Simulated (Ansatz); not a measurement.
Run report: H$_{14}$SO$_{6}$, geometry relaxation (part 3 of 3)

H$_{14}$SO$_{6}$ (disordered cell, 21 atoms in the cell); DFT PBE, scalar-relativistic, plane waves, PAW, no spin polarisation (Ansatz 0.2.0); cutoff 420 eV, 1×1×1 k-mesh, Fermi–Dirac smearing of 0.02 eV. The run did not end well. It belongs to a series of runs on one base structure; here: start relaxed.

Geometry of the input (Å; fractional positions):
```
6.0000  0.0000  0.0000
0.0000  6.0000  0.0000
0.0000  0.0000  6.0000
O  0.0882  0.7021  0.4298
H  0.1296  0.7710  0.2898
H  0.0722  0.5457  0.3930
O  0.2674  0.0624  0.3950
H  0.2165  0.1519  0.2706
H  0.4232  0.1016  0.4101
O  0.7395  0.0832  0.6380
H  0.6848  -0.0005  0.5113
H  0.7315  0.2370  0.5897
O  0.3050  0.3813  0.8977
H  0.3047  0.5091  0.7990
H  0.3055  0.2547  0.7976
O  0.5066  0.5446  0.3963
H  0.4738  0.5126  0.2415
H  0.3887  0.4700  0.4774
O  0.8834  0.0258  0.1859
H  0.9352  0.0500  0.0350
H  0.7256  -0.0035  0.1688
S  0.8476  0.4834  0.9723
H  0.6804  0.4328  0.8333
H  0.7406  0.6598  1.0576
```

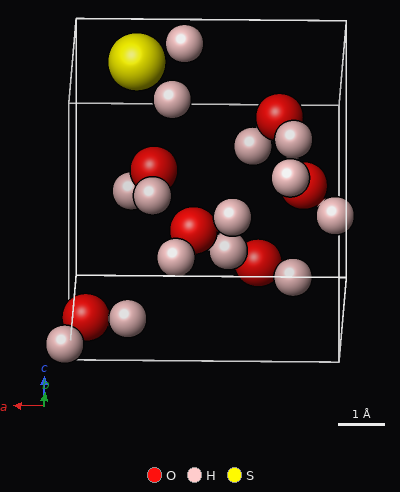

*The geometry at step 11 of the log (spheres-only view of the cell of the calculation, seen at an oblique angle).*

## Trajectory as extended XYZ, continued
```
21
Lattice="6.0000 0.0000 0.0000 0.0000 6.0000 0.0000 0.0000 0.0000 6.0000" Properties=species:S:1:pos:R:3:forces:R:3 step=7 energy=-4530.89909
O     0.6920    3.7678    2.7493    0.0874   0.5426  -0.3575
H     0.8708    4.6977    2.4310    0.1090  -0.4793   0.4431
H     0.0457    3.4213    2.1052    0.0322  -0.0026   0.0502
O     1.7472    0.2874    2.3672    0.0451   0.2353  -0.2882
H     1.2539    0.8617    1.7445    0.0808  -0.3032   0.2683
H     2.5583    0.7949    2.5824   -0.2279  -0.1118  -0.0278
O     4.1962    0.5707    4.0030    0.2904  -0.3155  -0.3962
H     4.6411   -0.2396    3.6623   -0.2292   0.3746   0.3211
H     4.3877    1.2603    3.3326   -0.0511  -0.0635   0.1712
O     1.6914    1.9042    5.2968    0.2272  -0.4253  -0.5609
H     1.2932    2.6169    4.7610   -0.0148  -0.0855  -0.0185
H     2.0442    1.2755    4.6136   -0.2535   0.4534   0.5742
O     3.2748    2.7041    2.3498   -0.0439  -0.0488  -0.5873
H     3.3051    2.7658    1.3673    0.1424  -0.0506   0.5186
H     2.4056    3.1256    2.5662   -0.0842  -0.0517  -0.0145
O     5.3724    0.3306    1.0061   -0.1925   0.0197  -0.0334
H     5.6247    0.6077    0.1074    0.0835   0.0765  -0.0711
H     4.4057    0.4544    1.0014    0.1425   0.0239  -0.0126
S     4.9218    3.6110    5.5806   -0.1972  -0.0416  -0.0343
H     4.0648    2.7015    5.0338    0.1465   0.1173   0.1026
H     3.9045    4.3299    6.0766   -0.0931   0.1353  -0.0472
21
Lattice="6.0000 0.0000 0.0000 0.0000 6.0000 0.0000 0.0000 0.0000 6.0000" Properties=species:S:1:pos:R:3:forces:R:3 step=8 energy=-4531.07596
O     0.7336    3.7062    2.7566    0.0520   0.4527  -0.2147
H     0.9740    4.6529    2.5397    0.0393  -0.4438   0.2713
H     0.0650    3.4603    2.0867    0.1217   0.0499   0.0994
O     1.7704    0.2061    2.3620   -0.1887   0.5472  -0.4022
H     1.1643    0.7549    1.8028    0.3509  -0.5289   0.4217
H     2.5320    0.7993    2.5628   -0.3161  -0.2105  -0.1209
O     4.1855    0.5657    4.0361    0.1945   0.0227  -0.1951
H     4.6550   -0.2394    3.7442   -0.0940   0.1051   0.1425
H     4.3829    1.2450    3.3568   -0.1039  -0.1027   0.1643
O     1.6471    1.8990    5.2754   -0.0103  -0.1642  -0.5008
H     1.2379    2.5655    4.6837    0.0783  -0.1377   0.0632
H     2.0276    1.2449    4.6420   -0.1471   0.2869   0.3624
O     3.2777    2.6129    2.3361    0.1328  -0.0212  -0.8273
H     3.4224    2.7701    1.3660    0.0673  -0.0958   0.7825
H     2.4011    3.0383    2.5040   -0.1679  -0.0004   0.0230
O     5.4019    0.3752    0.9574   -0.1001   0.1486  -0.1246
H     5.6855    0.7137    0.0853    0.1056   0.0047   0.0468
H     4.4413    0.5404    0.9445    0.1321   0.0193   0.0462
S     4.8538    3.7002    5.6374   -0.2803   0.0732   0.0746
H     4.0431    2.7682    5.0676    0.0316   0.0573   0.0297
H     3.7991    4.4696    5.9907    0.1023  -0.0638  -0.1430
21
Lattice="6.0000 0.0000 0.0000 0.0000 6.0000 0.0000 0.0000 0.0000 6.0000" Properties=species:S:1:pos:R:3:forces:R:3 step=9 energy=-4531.21426
O     0.7779    3.6599    2.8005   -0.1372   0.2067  -0.2907
H     1.0717    4.6055    2.6650    0.0126  -0.2423   0.0906
H     0.1055    3.4947    2.1014    0.3500   0.0818   0.3453
O     1.7777    0.1319    2.3725   -0.1935   0.7557  -0.5082
H     1.0942    0.6177    1.8274    0.5299  -0.5714   0.5485
H     2.5126    0.7873    2.5034   -0.5329  -0.3759  -0.1720
O     4.2165    0.5877    4.1182    0.0116   0.1755  -0.2455
H     4.6551   -0.2354    3.8430   -0.0105   0.0224   0.0575
H     4.3374    1.2205    3.3761   -0.0795  -0.1398   0.2651
O     1.4677    1.8596    5.2095    0.4620   0.0763  -1.2654
H     1.2180    2.5493    4.5319    0.0145  -0.5652   0.5457
H     2.0487    1.2540    4.6654   -0.6031   0.4575   0.6430
O     3.2725    2.5177    2.3362    0.4894   0.2433  -1.3086
H     3.5724    2.8244    1.4150   -0.2392  -0.3555   1.2613
H     2.3916    2.9526    2.4551   -0.1750   0.0320   0.0131
O     5.4549    0.4562    0.9320   -0.1140   0.1473  -0.1740
H     5.7783    0.7874    0.0667    0.1557   0.0217   0.0597
H     4.5072    0.6862    0.9085    0.1744  -0.0159   0.0671
S     4.7646    3.7285    5.6788   -0.5523   0.3599   0.2138
H     3.9862    2.8055    5.0624    0.0070  -0.0346  -0.0186
H     3.6903    4.5581    5.8687    0.4294  -0.2807  -0.1284
21
Lattice="6.0000 0.0000 0.0000 0.0000 6.0000 0.0000 0.0000 0.0000 6.0000" Properties=species:S:1:pos:R:3:forces:R:3 step=10 energy=-4531.36625
O     0.8419    3.6168    2.8633   -0.1965   0.1497  -0.2557
H     1.1404    4.5615    2.7338    0.0408  -0.1410   0.0618
H     0.1488    3.4688    2.1837    0.3122   0.0577   0.3218
O     1.8052    0.0730    2.3536   -0.1717   0.6678  -0.4056
H     1.0844    0.5273    1.8342    0.4073  -0.4748   0.3933
H     2.5209    0.7546    2.4443   -0.4422  -0.3753  -0.1138
O     4.1596    0.6199    4.1594    0.0615   0.0928  -0.1700
H     4.6109   -0.2013    3.8986   -0.0287   0.0699   0.0723
H     4.2819    1.2486    3.4150   -0.1060  -0.0971   0.1648
O     1.4171    1.8749    5.1685    0.3445  -0.0223  -1.0510
H     1.1443    2.5387    4.4764    0.0241  -0.3985   0.4236
H     1.9948    1.2598    4.6392   -0.4762   0.3706   0.5371
O     3.3058    2.4703    2.2952    0.2806   0.1825  -0.8972
H     3.6393    2.8263    1.4086   -0.2010  -0.3144   0.9532
H     2.4294    2.9152    2.4209   -0.0739  -0.0228   0.0568
O     5.5592    0.4865    0.8581   -0.1156   0.2084  -0.1720
H     5.9514    0.8850    0.0445    0.1500  -0.0107   0.0907
H     4.6181    0.7335    0.7919    0.1801  -0.0309   0.0685
S     4.6289    3.7549    5.7446   -0.3003   0.3088  -0.0223
H     3.8541    2.8377    5.1134   -0.0114  -0.0380   0.0023
H     3.5648    4.5974    5.8905    0.3221  -0.1833  -0.0594
21
Lattice="6.0000 0.0000 0.0000 0.0000 6.0000 0.0000 0.0000 0.0000 6.0000" Properties=species:S:1:pos:R:3:forces:R:3 step=11 energy=-4531.53360
O     0.8826    3.5846    2.9372   -0.0230  -0.0871  -0.0403
H     1.2023    4.5175    2.8066    0.1051   0.1337   0.0140
H     0.1775    3.4612    2.2789    0.0373  -0.0246   0.0178
O     1.7936   -0.0060    2.3041    0.0070   0.1176  -0.0494
H     1.0325    0.4108    1.8368   -0.0501  -0.1530   0.0071
H     2.4788    0.6960    2.3521   -0.1126  -0.1368  -0.0657
O     4.1275    0.6703    4.2310    0.0046   0.0308  -0.2120
H     4.6064   -0.1464    4.0093   -0.0455   0.0858   0.0523
H     4.1754    1.2482    3.4372   -0.0685  -0.0507   0.1735
O     1.3709    1.8609    5.0949    0.0361  -0.0039  -0.1286
H     1.0748    2.4696    4.3791   -0.0523   0.0554   0.0664
H     1.9451    1.2268    4.6243    0.0472  -0.0878   0.0888
O     3.2957    2.3716    2.2654    0.2126   0.3926  -0.6130
H     3.6980    2.8412    1.4753   -0.2013  -0.3476   0.5260
H     2.4419    2.8532    2.4238   -0.0140  -0.0799   0.0655
O     5.6358    0.5668    0.8083   -0.0233   0.2490  -0.2130
H     6.1171    0.9842    0.0401   -0.0121  -0.0378   0.1608
H     4.7147    0.8619    0.6899    0.1800  -0.0674   0.0409
S     4.5921    3.8191    5.7181   -0.1121  -0.0278   0.0502
H     3.7817    2.8832    5.1544    0.0347   0.0334   0.0373
H     3.5570    4.6744    5.8712    0.0505   0.0055   0.0205
21
Lattice="6.0000 0.0000 0.0000 0.0000 6.0000 0.0000 0.0000 0.0000 6.0000" Properties=species:S:1:pos:R:3:forces:R:3 step=12 energy=-4531.62357
O     0.9176    3.5275    2.9221   -0.0692  -0.1119   0.0158
H     1.2299    4.4637    2.7629    0.1481   0.1039   0.0092
H     0.1985    3.3781    2.2862   -0.0027  -0.0369  -0.0407
O     1.8131   -0.1422    2.1589   -0.0789   0.2166  -0.0048
H     0.9884    0.2645    1.7902    0.1136  -0.1120  -0.1445
H     2.4260    0.6163    2.2924   -0.0769  -0.2416  -0.0747
O     3.9673    0.7234    4.2776    0.1141  -0.0267  -0.0190
H     4.4698   -0.0915    4.1079   -0.0495   0.0371   0.0543
H     4.0862    1.2996    3.4874   -0.1658  -0.0506   0.0956
O     1.4073    1.9245    5.0974    0.0348  -0.0793  -0.1737
H     1.1124    2.5137    4.3626   -0.0002   0.0353   0.0275
H     1.9773    1.2568    4.6629    0.1002   0.0590   0.1262
O     3.2728    2.2801    2.2362    0.0683   0.2313  -0.2929
H     3.6997    2.7706    1.4886   -0.1021  -0.1545   0.2310
H     2.4162    2.7584    2.4010    0.0303   0.0126   0.0328
O     5.7277    0.7006    0.7566   -0.3078   0.1722  -0.0352
H     6.2269    1.1323    0.0051    0.0777   0.0244   0.1197
H     4.7875    0.8700    0.5619    0.2187  -0.0600   0.0367
S     4.6052    3.8996    5.8030    0.0629  -0.0666  -0.0159
H     3.7952    2.9600    5.2455   -0.0417   0.0612   0.0335
H     3.5761    4.7432    6.0316   -0.0739  -0.0145   0.0184
21
Lattice="6.0000 0.0000 0.0000 0.0000 6.0000 0.0000 0.0000 0.0000 6.0000" Properties=species:S:1:pos:R:3:forces:R:3 step=13 energy=-4531.72442
O     0.9311    3.4840    2.9003   -0.0491  -0.0095   0.0190
H     1.2647    4.4156    2.7235    0.0377   0.0213  -0.0132
H     0.2291    3.3216    2.2479    0.0125  -0.0588  -0.0505
O     1.8173   -0.2408    2.0362   -0.0593   0.2112  -0.0347
H     0.9720    0.1668    1.7070    0.1576  -0.0880  -0.1892
H     2.4129    0.5277    2.1860   -0.0956  -0.1572  -0.0401
O     3.9099    0.7541    4.3688    0.0353   0.0891  -0.2020
H     4.3892   -0.0754    4.2008   -0.0801  -0.0081   0.0584
H     3.9628    1.2866    3.5353   -0.0600  -0.0425   0.1524
O     1.4413    1.9875    5.1042    0.2858  -0.1754  -0.3088
H     1.1443    2.5012    4.3097    0.0915  -0.0360   0.1564
H     2.1101    1.3368    4.7752   -0.2173   0.2393   0.1510
O     3.2465    2.2281    2.2124   -0.0693  -0.0835   0.1200
H     3.7041    2.7327    1.5074    0.1092   0.0041  -0.0479
H     2.4076    2.7328    2.3931   -0.0312  -0.0579   0.0014
O     5.7645    0.8490    0.7576   -0.7868   0.1600  -0.0026
H     6.3000    1.2656    0.0179    0.0160  -0.0068   0.0608
H     4.8231    0.8999    0.4675    0.7501  -0.0707   0.1184
S     4.5768    3.9290    5.8407    0.0682  -0.0137  -0.0166
H     3.7473    2.9967    5.2997   -0.0243   0.0919   0.0427
H     3.5468    4.7496    6.1466   -0.0909  -0.0090   0.0252
21
Lattice="6.0000 0.0000 0.0000 0.0000 6.0000 0.0000 0.0000 0.0000 6.0000" Properties=species:S:1:pos:R:3:forces:R:3 step=14 energy=-4531.82163
O     0.9404    3.4534    2.8805   -0.0342   0.1021  -0.0666
H     1.2750    4.3809    2.6632   -0.0311  -0.1090  -0.0114
H     0.2631    3.2454    2.2119    0.0398  -0.0673   0.0134
O     1.8207   -0.3073    1.9108   -0.0275   0.0273  -0.0450
H     0.9723    0.0968    1.5855    0.0255   0.0354  -0.1994
H     2.3918    0.4686    2.0992    0.0114  -0.0371  -0.0250
O     3.8574    0.7743    4.4182    0.1497  -0.1307  -0.0615
H     4.2781   -0.0889    4.2491   -0.1182   0.0340   0.0686
H     3.9047    1.2848    3.5710   -0.0353   0.0429   0.0277
O     1.4944    2.0247    5.1168    0.1187  -0.0224  -0.1794
H     1.2004    2.5233    4.3111    0.0741  -0.1006   0.1696
H     2.1651    1.3629    4.8190   -0.1181   0.1686   0.0613
O     3.2357    2.1594    2.2215   -0.0490   0.0275  -0.0013
H     3.7367    2.6867    1.5607    0.0262  -0.1186   0.0254
H     2.3944    2.6689    2.3862    0.0282  -0.0283   0.0173
O     5.7730    1.0334    0.8174   -1.5012  -0.1795  -0.6978
H     6.3623    1.3767    0.0712   -0.0952   0.0098   0.1400
H     4.8785    0.8671    0.3638    1.6185   0.2983   0.6700
S     4.5461    3.9958    5.8901   -0.0246   0.0080   0.0139
H     3.7159    3.0658    5.3479   -0.0055   0.0417   0.0354
H     3.4953    4.7767    6.2427   -0.0529  -0.0015   0.0451
21
Lattice="6.0000 0.0000 0.0000 0.0000 6.0000 0.0000 0.0000 0.0000 6.0000" Properties=species:S:1:pos:R:3:forces:R:3 step=15 energy=-4531.96445
O     0.9491    3.4216    2.8482   -0.0066   0.1615  -0.1449
H     1.2617    4.3406    2.5643   -0.0588  -0.1805   0.0297
H     0.2926    3.1383    2.1840    0.0378  -0.0494   0.0522
O     1.8121   -0.3673    1.7599   -0.0563  -0.0378  -0.1214
H     0.9771    0.0553    1.4169    0.0396   0.0848  -0.0778
H     2.3887    0.3996    1.9701    0.0103   0.0726   0.0482
O     3.8522    0.7581    4.4769    0.1845  -0.2688  -0.1201
H     4.1614   -0.1558    4.2992   -0.1508   0.2686   0.1693
H     3.8795    1.2410    3.6107   -0.0285   0.0148   0.0483
O     1.5544    2.1251    5.1532    0.0587   0.0931  -0.1139
H     1.2500    2.5705    4.3214    0.0614  -0.0547   0.1548
H     2.2121    1.4384    4.8907   -0.0368   0.0349  -0.0056
O     3.2277    2.0699    2.2381   -0.0094   0.0546  -0.1204
H     3.7599    2.5728    1.5789   -0.0481  -0.1193   0.1524
H     2.4084    2.6187    2.3943    0.0385  -0.0813   0.0120
O     5.7917    1.1543    0.8158   -0.6740  -0.0534  -0.4828
H     6.4180    1.5538    0.1240   -0.1434  -0.1425   0.1208
H     4.9720    0.9472    0.2847    0.8558   0.1779   0.3753
S     4.4718    4.0483    5.9932    0.0686  -0.0438  -0.0679
H     3.6506    3.1167    5.4399   -0.0318   0.0563   0.0253
H     3.4103    4.8021    6.3736   -0.1105   0.0122   0.0666
```

## Outcome

- outcome: not converged
- wall time: 19 s
- peak memory: 0.32 GiB

The run did not converge: “geometry relaxation did not converge after 15 steps: max|allowed force component| = 8.56e-1 eV/Å (threshold 3.0e-1). Raise `relax.max_steps` over both its present limit and 15, loosen `relax.f_tol`, or start from a geometry closer to equilibrium …” Its last values are not results. The input asks for low accuracy.
